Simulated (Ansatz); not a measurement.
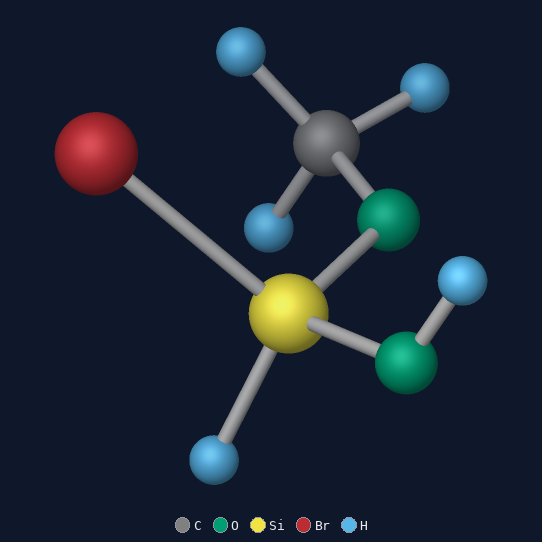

The computed structure is the end point of a PBE0-D4/def2-TZVP optimisation. No frequency run is at hand to confirm it as a minimum.

Draw it as a skeletal formula.

SMILES: CO[Si@@H](O)Br

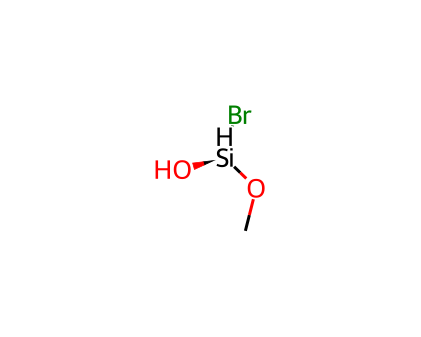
